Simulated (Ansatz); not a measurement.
# How Pd(100) screens a field

Wanted: the response of a Pd(100) slab to a perpendicular field.

Calculated with Ansatz 0.2.0; plane-wave DFT, PBE, Ansatz PAW.

## 1. The starting structure

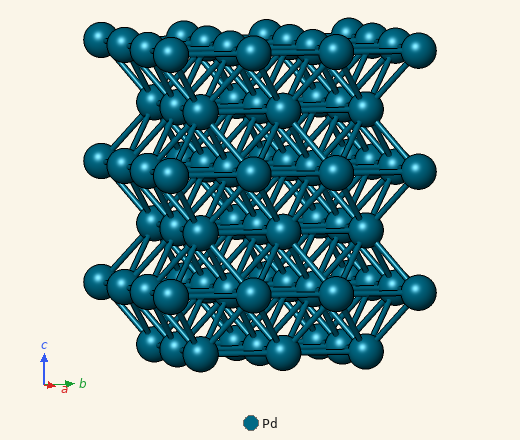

The starting structure, seen from the side, with the c axis up (palladium blue). 3×3×1 cells are drawn. Some periodic images of atoms are drawn too.

The cell holds 6 atoms: 6 Pd. Its edges and angles: a = 2.751 Å, b = 2.751 Å, c = 27.725 Å, α = 90.0°, β = 90.0°, γ = 90.0°. Vacuum lies along c.

Structure file:

```cif
data_structure
_symmetry_space_group_name_H-M 'P 1'
_symmetry_Int_Tables_number 1
_cell_length_a 2.7506
_cell_length_b 2.7506
_cell_length_c 27.7250
_cell_angle_alpha 90.000
_cell_angle_beta 90.000
_cell_angle_gamma 90.000
_cell_volume 209.77
loop_
_atom_site_label
_atom_site_type_symbol
_atom_site_fract_x
_atom_site_fract_y
_atom_site_fract_z
_atom_site_occupancy
Pd1 Pd 0.50000 0.50000 0.32462 1
Pd2 Pd 0.00000 0.00000 0.39477 1
Pd3 Pd 0.50000 0.50000 0.46492 1
Pd4 Pd 0.00000 0.00000 0.53508 1
Pd5 Pd 0.50000 0.50000 0.60523 1
Pd6 Pd 0.00000 0.00000 0.67538 1
```

## 2. Single point, field 0

A sawtooth potential applies the field, turning back in the middle of the vacuum. With the dipole correction the typed value is the field outside the slab. The induced dipole is small, so the SCF threshold is tight.

File input.yaml:

```yaml
crystal:
  lattice:
    - [2.7506453788, 0.0, 0.0]
    - [0.0, 2.7506453788, 0.0]
    - [0.0, 0.0, 27.725]
  atoms:
    - { symbol: Pd, position: [0.5, 0.5, 0.3246167719] }
    - { symbol: Pd, position: [0.0, 0.0, 0.3947700631] }
    - { symbol: Pd, position: [0.5, 0.5, 0.4649233544] }
    - { symbol: Pd, position: [0.0, 0.0, 0.5350766456] }
    - { symbol: Pd, position: [0.5, 0.5, 0.6052299369] }
    - { symbol: Pd, position: [0.0, 0.0, 0.6753832281] }
kpoints:
  mp_grid: { grid: [18, 18, 1] }
hamiltonian:
  xc: pbe
scf:
  occupations: { method: fermi_dirac, width: 0.1 }
  convergence: { dr2_threshold: 1.0e-10 }
efield:
  axis: 3
  dipole_correction: true
  ramp_position: 0.97
  ramp_width: 0.06
  amplitude: 0
output:
  forces: true
  write_potential: true
  write_density: true
  volumetric_format: npy
```

Started as:

```bash
$ ansatz run input.yaml --threads 4 --pin off --max-ram 6144MiB --backend cpu --events-out ev --progress --plain --runs-dir out
```

Numbers of over 12 decimals in the logs are rounded to 6 here.

Output:

```text
Engine: ansatz 0.2.0, aarch64-unknown-linux-gnu
Pseudopotentials: kind: paw
Pseudopotential: Pd, paw, valence charge 18, recommended cutoff 420 eV (normal), Pd.paw.azcp
Functional definition: PBE
  parameter kappa = 0.804
  parameter beta = 0.066725
  exchange = pbe_x(kappa = kappa, mu = beta*pi^2/3)
  correlation = pbe_c(beta = beta)
Crystal: 6 atoms, lattice volume = 209.769 Å³
Basis set: ecut = 420 eV, 4177 PW (Γ), exchange–correlation on 40×40×384 points (8 copies of the dense FFT grid, shifted against one another)
Bands: 65, of which v1, the nominal top of the filled ones, is band 54 counted from 1 (53 counted from 0)
Symmetry: 8 space group operations
k-points: 55 of 324
Non-local potential: Pd, projectors of the file, l = 0: 2, l = 1: 2, l = 2: 2, l = 3: 1
PAW form: soft (Blöchl's): semilocal exchange-correlation on the pseudo side does not see the compensation charge
PAW one-centre angular grid: Pd, 590 points (default); XC on 64 Gauss nodes
Initial density: superposition of atomic densities (neutral atoms: chi_scale 0, normalization atom), corrected by the library's trained network
Initial wavefunctions: pseudopotential atomic-orbital guess
Functional: x = pbe(κ = 0.804, μ = 0.219515), c = pbe(β = 0.066725)
SCF iter   1: F=—  HF=-41835.875854 eV  |F-HF|=—  |Δ(HF+E_count)|=         —  Δρ=1.30e-2  dr2=4.02e0  ethr=1.77e-3  p=0.000 e·Å  D=4.29e-14 V/Å  ΔV_dip=-0.00 eV  dr2_dipole=8.80e-9  V_vac-E_F(+/−)=4.73/4.73 eV  ⟨swp⟩=7.8  Hψ=14748  notcnv=0  defer=57
efield: sawtooth ramp at fractional position 0.9700 (set: `efield.ramp_position`, or a place that a band, a saddle search or an elastic batch's reference lends), width 0.0600; the density the first Hamiltonian is built on has a dipole p = 0.000 e·Å; the dipole correction subtracts the counter field D = 4.29e-14 V/Å, which shifts the + side's vacuum level by -0.00 eV against the − side's; the planar-averaged density in the ramp window peaks in size at 6.0e-6 e/Å³
preconditioner: auto → LDOS  [metal: Δε(μ)=0.002 eV  Ē_g=7.134 eV  σ=0.100 eV  W_gap=0.01  n_scr=48 (ndim 8)  ℏωp=19.9 eV  f_vac=0.537  D(μ)=11.56/eV (n_scr^D=102)  β→1.0]
SCF iter   2: F=—  HF=-41835.822353 eV  |F-HF|=—  |Δ(HF+E_count)|=   5.35e-2  Δρ=6.48e-3  dr2=2.72e-1  ethr=1.77e-3  p=-0.000 e·Å  D=-4.82e-5 V/Å  ΔV_dip=0.00 eV  dr2_dipole=4.49e-7  V_vac-E_F(+/−)=5.13/5.13 eV  ⟨swp⟩=2.4  Hψ=4381  notcnv=0  defer=144
SCF iter   3: F=—  HF=-41835.815425 eV  |F-HF|=—  |Δ(HF+E_count)|=   6.93e-3  Δρ=2.14e-3  dr2=1.02e-1  ethr=2.52e-4  p=-0.000 e·Å  D=-1.01e-5 V/Å  ΔV_dip=0.00 eV  dr2_dipole=1.54e-8  V_vac-E_F(+/−)=5.01/5.01 eV  ⟨swp⟩=2.5  Hψ=5088  notcnv=0  defer=148
SCF iter   4: F=—  HF=-41835.811008 eV  |F-HF|=—  |Δ(HF+E_count)|=   4.42e-3  Δρ=4.30e-4  dr2=3.97e-4  ethr=9.49e-5  p=-0.000 e·Å  D=-8.31e-6 V/Å  ΔV_dip=0.00 eV  dr2_dipole=1.21e-10  V_vac-E_F(+/−)=5.09/5.09 eV  ⟨swp⟩=1.5  Hψ=3578  notcnv=0  defer=148
SCF iter   5: F=—  HF=-41835.811300 eV  |F-HF|=—  |Δ(HF+E_count)|=   2.92e-4  Δρ=1.83e-4  dr2=8.25e-5  ethr=3.67e-7  p=-0.000 e·Å  D=-5.31e-6 V/Å  ΔV_dip=0.00 eV  dr2_dipole=3.79e-10  V_vac-E_F(+/−)=5.09/5.09 eV  ⟨swp⟩=3.3  Hψ=6926  notcnv=0  defer=148
SCF iter   6: F=—  HF=-41835.811414 eV  |F-HF|=—  |Δ(HF+E_count)|=   1.14e-4  Δρ=5.30e-5  dr2=1.92e-5  ethr=7.64e-8  p=-0.000 e·Å  D=-1.67e-6 V/Å  ΔV_dip=0.00 eV  dr2_dipole=8.24e-10  V_vac-E_F(+/−)=5.09/5.09 eV  ⟨swp⟩=2.1  Hψ=5382  notcnv=0  defer=148
SCF iter   7: F=—  HF=-41835.811410 eV  |F-HF|=—  |Δ(HF+E_count)|=   4.08e-6  Δρ=1.98e-5  dr2=2.91e-6  ethr=1.77e-8  p=-0.000 e·Å  D=-9.77e-7 V/Å  ΔV_dip=0.00 eV  dr2_dipole=2.35e-10  V_vac-E_F(+/−)=5.09/5.09 eV  ⟨swp⟩=2.1  Hψ=4719  notcnv=0  defer=148
SCF iter   8: F=—  HF=-41835.811398 eV  |F-HF|=—  |Δ(HF+E_count)|=   1.17e-5  Δρ=1.21e-5  dr2=5.39e-7  ethr=2.70e-9  p=-0.000 e·Å  D=-3.71e-7 V/Å  ΔV_dip=0.00 eV  dr2_dipole=2.58e-12  V_vac-E_F(+/−)=5.09/5.09 eV  ⟨swp⟩=2.2  Hψ=5078  notcnv=0  defer=141
SCF iter   9: F=—  HF=-41835.811398 eV  |F-HF|=—  |Δ(HF+E_count)|=   1.06e-7  Δρ=5.78e-6  dr2=1.87e-7  ethr=4.99e-10  p=0.000 e·Å  D=6.28e-9 V/Å  ΔV_dip=-0.00 eV  dr2_dipole=3.38e-12  V_vac-E_F(+/−)=5.09/5.09 eV  ⟨swp⟩=2.2  Hψ=5008  notcnv=0  defer=141
SCF iter  10: F=—  HF=-41835.811399 eV  |F-HF|=—  |Δ(HF+E_count)|=   1.44e-7  Δρ=1.62e-6  dr2=8.12e-9  ethr=1.73e-10  p=0.000 e·Å  D=1.90e-7 V/Å  ΔV_dip=-0.00 eV  dr2_dipole=5.06e-12  V_vac-E_F(+/−)=5.09/5.09 eV  ⟨swp⟩=1.1  Hψ=3485  notcnv=0  defer=141
SCF iter  11: F=—  HF=-41835.811399 eV  |F-HF|=—  |Δ(HF+E_count)|=   6.23e-8  Δρ=4.05e-7  dr2=3.61e-10  ethr=7.52e-12  p=0.000 e·Å  D=9.14e-8 V/Å  ΔV_dip=-0.00 eV  dr2_dipole=1.55e-12  V_vac-E_F(+/−)=5.09/5.09 eV  ⟨swp⟩=2.4  Hψ=5265  notcnv=0  defer=141
iter 12 met the thresholds in force, and the SCF goes on: an eigenvalue changes by 1.24 meV, over its tolerance of 1.02 meV (output.eigenvalues, Limitations)
SCF iter  12: F=-41835.811399 eV  HF=-41835.811399 eV  |F-HF|=8.51e-10  |Δ(HF+E_count)|=   1.95e-9  Δρ=1.74e-7  dr2=7.22e-11  ethr=1.00e-12  p=0.000 e·Å  D=4.96e-8 V/Å  ΔV_dip=-0.00 eV  dr2_dipole=1.35e-13  V_vac-E_F(+/−)=5.09/5.09 eV  ⟨swp⟩=17.8  Hψ=22907  notcnv=0
SCF iter  13: F=-41835.811399 eV  HF=-41835.811399 eV  |F-HF|=2.98e-10  |Δ(HF+E_count)|=  3.49e-10  Δρ=7.22e-8  dr2=2.77e-11  ethr=1.00e-12  p=0.000 e·Å  D=2.52e-8 V/Å  ΔV_dip=-0.00 eV  dr2_dipole=3.78e-15  V_vac-E_F(+/−)=5.09/5.09 eV  ⟨swp⟩=7.1  Hψ=18684  notcnv=0
SCF 1 converged in 13 iterations: F = -41835.811399 eV  dr2 = 2.77e-11
  greatest PAW one-centre occupation: 0.999 electrons in one spin orbital (limit 2), on the Pd atom at site 5 (counted from 0), in its partial waves of l = 0
WARN: The output density's exchange-correlation potential varies sharply where the density is thin. Do not read a vacuum level from v_tot or v_xc, or from such a field of the output density. On a cell that repeats whose density bears no net charge and no dipole along the vacuum's axis use v_es (v_loc + v_h of the components); under efield.dipole_correction with no amplitude use v_es + v_field, which holds any externa [...]
SCF converged after 13 iterations
an eigenvalue changed by more than its tolerance at an iteration that met the thresholds in force, so the SCF went on 1 time: the last check found none over its tolerance
Free energy (F): -41835.811399 eV
Harris-Foulkes:  -41835.811399 eV  (|F-HF|=2.98e-10)
Internal energy: -41835.430031 eV  (E = F + TS)
E sigma→0 (E₀):  -41835.620715 eV
Entropy (-TS):   -0.381368 eV (-63.561 meV/atom)
Fermi energy:    5.434252 eV
Dipole field:    D = 0.000000 V/Å  (p = 0.000000 e·Å, saw-weighted, corrected)
Work function:   Φ+ = 5.0895 eV   Φ− = 5.0895 eV
Levels:          The Fermi level and band energies are counted from a zero that moves with the ramp; work functions are not
--- Per-component energies (eV) ---
  E_band       = -2354.719564
  E_kinetic    = 3082.782403
  E_local      = -229558.061520  (includes V_loc(G=0)·N_el)
  E_nonlocal   = 1304.862842
  E_hartree    = 113030.815236
  E_xc         = -1010.332785
  E_vxc        = -1267.262948  (∫ρ·V_xc dr)
  E_paw        = -22502.763144  (= ΣΔE_a)
  E_vpaw       = -1978.671178  (= ΣTr[D̂ρ^β])
  E_aug_tail   = 0.001382  (compensation charges beyond the density's cutoff)
  E_efield     = 0.000000  (sawtooth field / dipole correction)
  E_vefield    = 0.000000  (∫n·V_field dr)
  E_ewald      = 93817.265555
  E_smearing   = -0.381368  (= −TS)
  E_closure    = -0.000000  (closes the sum)
  Σ components = -41835.811399   (vs F -41835.811399, Δ=0.00e0)
--- Forces (eV/Å), atoms counted from 1 ---
  atom   1  Pd     0.00000000     0.00000000    -0.21297299
  atom   2  Pd    -0.00000000     0.00000000    -0.12184625
  atom   3  Pd     0.00000000     0.00000000    -0.03337872
  atom   4  Pd    -0.00000000     0.00000000     0.03337872
  atom   5  Pd     0.00000000     0.00000000     0.12184627
  atom   6  Pd    -0.00000000     0.00000000     0.21297294
  max |Σ_I F_I| component: 2.28e-8 eV/Å
--- Band table (eV; the first three rows and the last of 55) ---
  k-point 0: bands = [... 50 lower, 4.7891, 5.0882, 5.2319, 5.2319, 5.3567, 5.4091, 5.6035, 5.6035, ... 7 higher]
  k-point 1: bands = [... 50 lower, 4.8708, 4.9588, 5.1171, 5.3079, 5.3102, 5.3438, 5.3818, 5.6124, ... 7 higher]
  k-point 2: bands = [... 50 lower, 4.7815, 4.9140, 4.9308, 5.1054, 5.2358, 5.2365, 5.4401, 5.6071, ... 7 higher]
  k-point 54: bands = [... 50 lower, 5.7327, 5.7327, 6.0817, 6.0817, 9.4393, 9.4393, 10.9998, 10.9998, ... 7 higher]
```

Run time: 26 s. Hardware: 4 threads of Arm Neoverse V2, shared host; peak memory 0.82 GiB; 100 s of CPU time.

In the SCF lines HF is the Harris–Foulkes energy and dr2 the Hartree energy of the density residual, in eV; the loop may stop once dr2 is under the threshold and the program's other checks hold. Hψ counts applications of the Hamiltonian.

This step gave:

- energy at zero smearing: -41835.6207 eV
- work function, upper face: 5.089 eV
- dipole along the normal: 1.23e-7 e·Å

Running mean over 1.945 Å of the planar mean; the ramp of the sawtooth is left out. The electron's electrostatic potential energy less the Fermi level by z:

```csv
z (Å),electron's electrostatic potential energy less the Fermi level (eV)
4,5.09
6,5.05
8,-1.68
10,-8.47
12,-8.67
14,-8.68
16,-8.66
18,-8.45
20,0.993
22,5.07
24,5.09
```

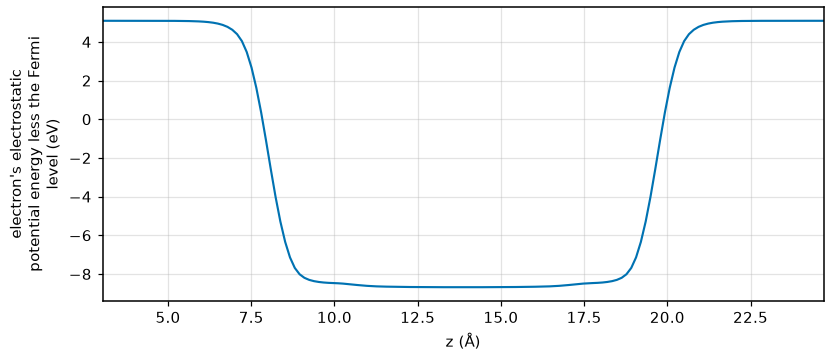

Electron's electrostatic potential energy less the Fermi level, plotted against z.

Force by atom:

```csv
atom,x (eV/Å),y (eV/Å),z (eV/Å),size
Pd1,0.000,0.000,-0.213,0.213
Pd2,0.000,0.000,-0.122,0.122
Pd3,0.000,0.000,-0.033,0.033
Pd4,0.000,0.000,0.033,0.033
Pd5,0.000,0.000,0.122,0.122
Pd6,0.000,0.000,0.213,0.213
```

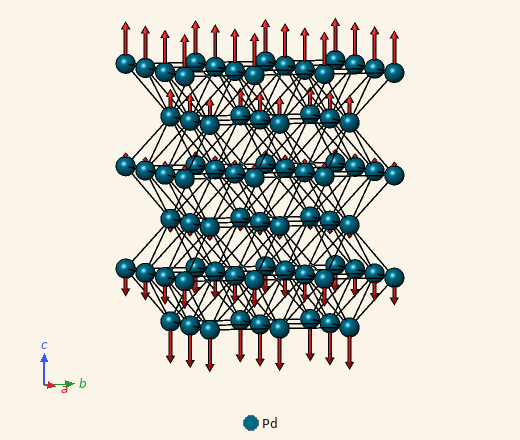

Force as arrows, the longest 0.213 eV/Å. 3×3×1 cells are drawn. Some periodic images of atoms are drawn too.

The work function of the upper face is 5.09 eV.

## 3. Atoms held, field 0.05 V/Å

input.yaml: that of step 2 with these lines changed.

```diff
@@ -24,3 +24,3 @@
   ramp_width: 0.06
-  amplitude: 0
+  amplitude: 0.05
 output:
```

Output:

```text
[...]
Crystal: 6 atoms, lattice volume = 209.769 Å³
Basis set: ecut = 420 eV, 4177 PW (Γ), exchange–correlation on 40×40×384 points (8 copies of the dense FFT grid, shifted against one another)
Bands: 65, of which v1, the nominal top of the filled ones, is band 54 counted from 1 (53 counted from 0)
Symmetry: 8 space group operations
k-points: 55 of 324
[...]
k-point 0: bands = [... 50 lower, 4.7889, 5.0881, 5.2317, 5.2317, 5.3565, 5.4090, 5.6034, 5.6034, ... 7 higher]
  k-point 1: bands = [... 50 lower, 4.8707, 4.9587, 5.1170, 5.3078, 5.3100, 5.3436, 5.3817, 5.6122, ... 7 higher]
  k-point 2: bands = [... 50 lower, 4.7814, 4.9138, 4.9307, 5.1053, 5.2356, 5.2364, 5.4399, 5.6069, ... 7 higher]
  k-point 54: bands = [... 50 lower, 5.7325, 5.7327, 6.0814, 6.0818, 9.4391, 9.4391, 10.9997, 10.9997, ... 7 higher]
[key lines of the parts left out:]
SCF converged after 15 iterations
Free energy (F): -41835.812068 eV
Fermi energy:    5.434121 eV
Dipole field:    D = 0.023097 V/Å  (p = 0.026775 e·Å, saw-weighted, corrected)
```

Elapsed: 25 s, on 4 threads; peak memory 0.8 GiB; 99 s of CPU time.

The dipole is 0.0268 e·Å.

## 4. Atoms held, field -0.05 V/Å

input.yaml: that of step 3 with these lines changed.

```diff
@@ -24,3 +24,3 @@
   ramp_width: 0.06
-  amplitude: 0.05
+  amplitude: -0.05
 output:
```

Output:

```text
[...]
Crystal: 6 atoms, lattice volume = 209.769 Å³
Basis set: ecut = 420 eV, 4177 PW (Γ), exchange–correlation on 40×40×384 points (8 copies of the dense FFT grid, shifted against one another)
Bands: 65, of which v1, the nominal top of the filled ones, is band 54 counted from 1 (53 counted from 0)
Symmetry: 8 space group operations
k-points: 55 of 324
[...]
k-point 0: bands = [... 50 lower, 4.7889, 5.0881, 5.2317, 5.2317, 5.3565, 5.4090, 5.6034, 5.6034, ... 7 higher]
  k-point 1: bands = [... 50 lower, 4.8707, 4.9587, 5.1170, 5.3078, 5.3100, 5.3436, 5.3817, 5.6122, ... 7 higher]
  k-point 2: bands = [... 50 lower, 4.7814, 4.9138, 4.9307, 5.1053, 5.2356, 5.2364, 5.4399, 5.6069, ... 7 higher]
  k-point 54: bands = [... 50 lower, 5.7325, 5.7327, 6.0814, 6.0818, 9.4391, 9.4391, 10.9997, 10.9997, ... 7 higher]
[key lines of the parts left out:]
SCF converged after 15 iterations
Free energy (F): -41835.812068 eV
Fermi energy:    5.434121 eV
Dipole field:    D = -0.023097 V/Å  (p = -0.026775 e·Å, saw-weighted, corrected)
```

Wall time 26 s (4 threads); peak memory 0.8 GiB.

The dipole is -0.0268 e·Å.

## 5. Atoms held, field 0.1 V/Å

input.yaml: that of step 4 with these lines changed.

```diff
@@ -24,3 +24,3 @@
   ramp_width: 0.06
-  amplitude: -0.05
+  amplitude: 0.1
 output:
```

Output:

```text
[...]
Crystal: 6 atoms, lattice volume = 209.769 Å³
Basis set: ecut = 420 eV, 4177 PW (Γ), exchange–correlation on 40×40×384 points (8 copies of the dense FFT grid, shifted against one another)
Bands: 65, of which v1, the nominal top of the filled ones, is band 54 counted from 1 (53 counted from 0)
Symmetry: 8 space group operations
k-points: 55 of 324
[...]
k-point 0: bands = [... 50 lower, 4.7885, 5.0877, 5.2313, 5.2313, 5.3561, 5.4086, 5.6030, 5.6030, ... 7 higher]
  k-point 1: bands = [... 50 lower, 4.8703, 4.9583, 5.1165, 5.3074, 5.3096, 5.3432, 5.3813, 5.6118, ... 7 higher]
  k-point 2: bands = [... 50 lower, 4.7810, 4.9134, 4.9303, 5.1049, 5.2352, 5.2360, 5.4395, 5.6065, ... 7 higher]
  k-point 54: bands = [... 50 lower, 5.7321, 5.7324, 6.0808, 6.0816, 9.4388, 9.4388, 10.9993, 10.9993, ... 7 higher]
[key lines of the parts left out:]
SCF converged after 15 iterations
Free energy (F): -41835.814076 eV
Fermi energy:    5.433723 eV
Dipole field:    D = 0.046195 V/Å  (p = 0.053552 e·Å, saw-weighted, corrected)
```

Wall time 26 s (4 threads); peak memory 0.8 GiB.

The dipole is 0.0536 e·Å.

## 6. Single point, field -0.1 V/Å

input.yaml: that of step 5 with these lines changed.

```diff
@@ -24,3 +24,3 @@
   ramp_width: 0.06
-  amplitude: 0.1
+  amplitude: -0.1
 output:
```

Output:

```text
[...]
Crystal: 6 atoms, lattice volume = 209.769 Å³
Basis set: ecut = 420 eV, 4177 PW (Γ), exchange–correlation on 40×40×384 points (8 copies of the dense FFT grid, shifted against one another)
Bands: 65, of which v1, the nominal top of the filled ones, is band 54 counted from 1 (53 counted from 0)
Symmetry: 8 space group operations
k-points: 55 of 324
[...]
k-point 0: bands = [... 50 lower, 4.7885, 5.0877, 5.2313, 5.2313, 5.3561, 5.4086, 5.6030, 5.6030, ... 7 higher]
  k-point 1: bands = [... 50 lower, 4.8703, 4.9583, 5.1165, 5.3074, 5.3096, 5.3432, 5.3813, 5.6118, ... 7 higher]
  k-point 2: bands = [... 50 lower, 4.7810, 4.9134, 4.9303, 5.1049, 5.2352, 5.2360, 5.4395, 5.6065, ... 7 higher]
  k-point 54: bands = [... 50 lower, 5.7321, 5.7324, 6.0808, 6.0816, 9.4388, 9.4388, 10.9993, 10.9993, ... 7 higher]
[key lines of the parts left out:]
SCF converged after 15 iterations
Free energy (F): -41835.814076 eV
Fermi energy:    5.433723 eV
Dipole field:    D = -0.046195 V/Å  (p = -0.053552 e·Å, saw-weighted, corrected)
```

Run time: 25 s. Hardware: 4 threads; peak memory 0.8 GiB.

The dipole is -0.0536 e·Å.

## 7. Atoms held, field 0.2 V/Å

input.yaml: that of step 6 with these lines changed.

```diff
@@ -24,3 +24,3 @@
   ramp_width: 0.06
-  amplitude: -0.1
+  amplitude: 0.2
 output:
```

Output:

```text
[...]
Crystal: 6 atoms, lattice volume = 209.769 Å³
Basis set: ecut = 420 eV, 4177 PW (Γ), exchange–correlation on 40×40×384 points (8 copies of the dense FFT grid, shifted against one another)
Bands: 65, of which v1, the nominal top of the filled ones, is band 54 counted from 1 (53 counted from 0)
Symmetry: 8 space group operations
k-points: 55 of 324
[...]
k-point 0: bands = [... 50 lower, 4.7869, 5.0861, 5.2297, 5.2297, 5.3545, 5.4070, 5.6014, 5.6014, ... 7 higher]
  k-point 1: bands = [... 50 lower, 4.8687, 4.9567, 5.1148, 5.3058, 5.3080, 5.3416, 5.3797, 5.6102, ... 7 higher]
  k-point 2: bands = [... 50 lower, 4.7794, 4.9116, 4.9287, 5.1033, 5.2335, 5.2345, 5.4379, 5.6049, ... 7 higher]
  k-point 54: bands = [... 50 lower, 5.7303, 5.7309, 6.0788, 6.0803, 9.4372, 9.4372, 10.9977, 10.9977, ... 7 higher]
[key lines of the parts left out:]
SCF converged after 15 iterations
Free energy (F): -41835.822109 eV
Fermi energy:    5.432126 eV
Dipole field:    D = 0.092400 V/Å  (p = 0.107115 e·Å, saw-weighted, corrected)
```

The job ended after 29 s (4 threads; peak memory 0.81 GiB).

The dipole is 0.107 e·Å.

## 8. Atoms held, field -0.2 V/Å

input.yaml: that of step 7 with these lines changed.

```diff
@@ -24,3 +24,3 @@
   ramp_width: 0.06
-  amplitude: 0.2
+  amplitude: -0.2
 output:
```

Output:

```text
[...]
Crystal: 6 atoms, lattice volume = 209.769 Å³
Basis set: ecut = 420 eV, 4177 PW (Γ), exchange–correlation on 40×40×384 points (8 copies of the dense FFT grid, shifted against one another)
Bands: 65, of which v1, the nominal top of the filled ones, is band 54 counted from 1 (53 counted from 0)
Symmetry: 8 space group operations
k-points: 55 of 324
[...]
k-point 0: bands = [... 50 lower, 4.7869, 5.0861, 5.2297, 5.2297, 5.3545, 5.4070, 5.6014, 5.6014, ... 7 higher]
  k-point 1: bands = [... 50 lower, 4.8687, 4.9567, 5.1148, 5.3058, 5.3080, 5.3416, 5.3797, 5.6102, ... 7 higher]
  k-point 2: bands = [... 50 lower, 4.7794, 4.9116, 4.9287, 5.1033, 5.2335, 5.2345, 5.4379, 5.6049, ... 7 higher]
  k-point 54: bands = [... 50 lower, 5.7303, 5.7309, 6.0788, 6.0803, 9.4372, 9.4372, 10.9977, 10.9977, ... 7 higher]
[key lines of the parts left out:]
SCF converged after 15 iterations
Free energy (F): -41835.822109 eV
Fermi energy:    5.432126 eV
Dipole field:    D = -0.092400 V/Å  (p = -0.107115 e·Å, saw-weighted, corrected)
```

It took 29 s on 4 threads; peak memory 0.81 GiB.

The dipole is -0.107 e·Å.

(Continued in part 2 of 2.)

[Logs are printed without paths, hosts, clocks, repeated set-up lines and the standing remarks that a program may print on its own settings, such as how far it seeks lower states.]

[Hosts, paths, dates, database ids (printed as entryN), source tags and the programs' standing remarks are cut or masked in the printed files.]

[Maps of the electrostatic potential energy from Ansatz leave out the sawtooth potential of an applied field or a dipole correction, so their vacuum need not be flat; planar profiles and work functions include it.]
